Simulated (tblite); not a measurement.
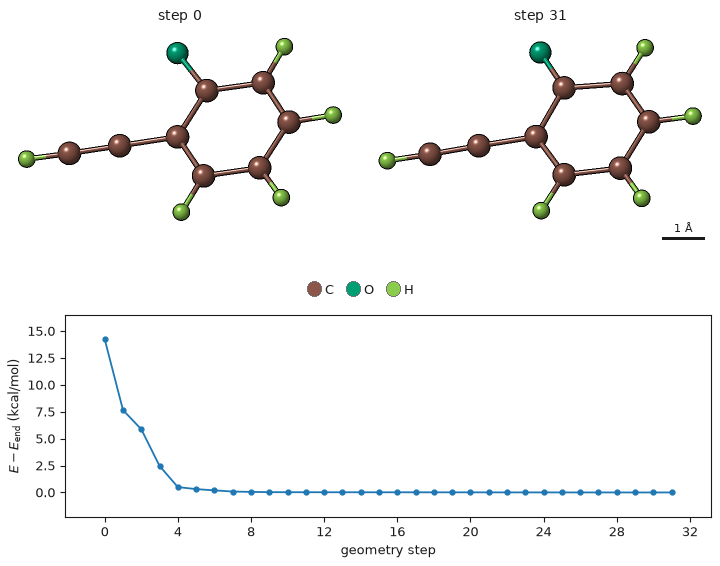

First and last geometry of a relaxation of C8H5O (charge −1), with the history of the run. A ball-and-stick model, seen at a tilt.

All numbers below come from tblite, GFN2-xTB geometry optimisation, gas phase. 

**Read the history and describe the run.**

It converged. After 31 geometry steps the energy has fallen by 14.2 kcal/mol. A C atom moves most after the best rigid fit: 0.11 Å. Largest moves by element: C 0.11 Å, O 0.07 Å, H 0.05 Å. Among the contacts that change: C–O 1.394 → 1.254 Å, C–C 1.400 → 1.449 Å, C–C 1.390 → 1.435 Å, C–C 1.237 → 1.204 Å. Among the angles between lasting bonds that change: C–C–C 120.5° → 113.9°, C–C–O 117.6° → 123.8°, C–C–C 118.0° → 123.2°.
